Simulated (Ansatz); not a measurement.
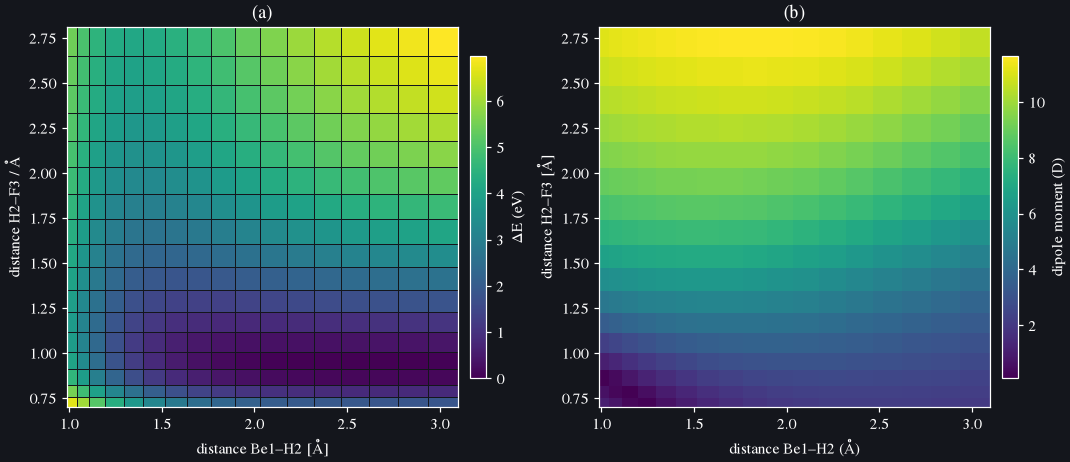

The system Be + HF. First axis: distance Be1–H2. Second axis: distance H2–F3. Nothing is relaxed (the angle Be1–H2–F3 is fixed at 180 degrees). The grid has 17 × 17 points. Points are written as (first, second). Energies: eV, counted from the lowest grid point. The reference is spin-restricted, so regions where a bond is pulled apart into radicals lie too high. All numbers below come from RKS PBE0-D4/aug-cc-pVTZ (Ansatz).

Panel (a) is the energy; panel (b) is the computed dipole moment, in D.

Drawn: one coloured cell a grid point.

Question: How does the dipole moment vary over the map, and what is it at the lowest grid point?

Answer: Leaving out the highest fifth of the energies, it runs from 0.1 D at (1.016 Å, 0.862 Å) to 11.6 D at (1.699 Å, 2.728 Å). At the lowest grid point, (2.392 Å, 0.955 Å), it is 3.0 D.
